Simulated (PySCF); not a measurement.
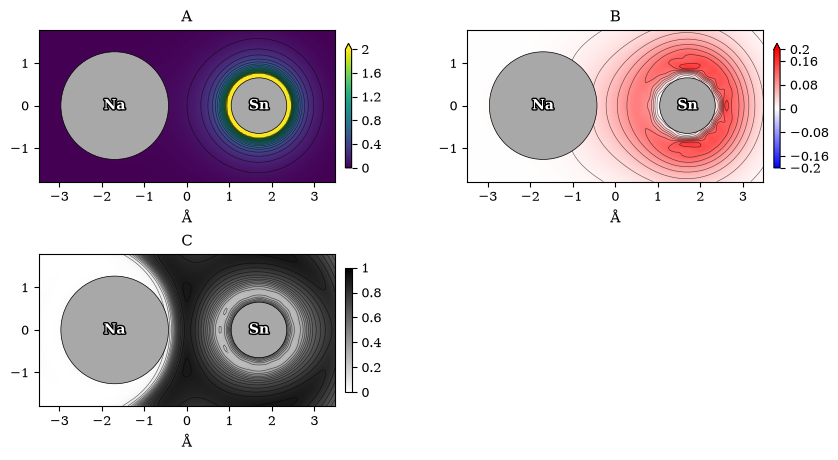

NaSn (charge +1, triplet): 3 fields on a plane that holds the molecular axis, with unlabelled colour scales. Grey discs cover the atomic cores.

All numbers below come from PySCF, PBE0/x2c-SVPall, spin-free X2C-1e, Gaussian nucleus, at a bond length of 3.393 Å.

```yaml
atoms:
  - { symbol: Na, position_ang: [0.0000, 0.0000, -2.8471] }
  - { symbol: Sn, position_ang: [0.0000, 0.0000, 0.5459] }
```

Match the panels to the quantities (electron density, electron localisation function and spin density).

Answer. Panel A: electron density. Panel B: spin density (confined to the atoms that carry the unpaired spin). Panel C: electron localisation function. From the grid: Na–Sn (3.39 Å): ρ at the midpoint is about 0.1 e/Å³; the ELF peaks at about 0.85 in the valence shell of Sn, 1.7 Å from its nucleus, and is about 0.85 at the midpoint.
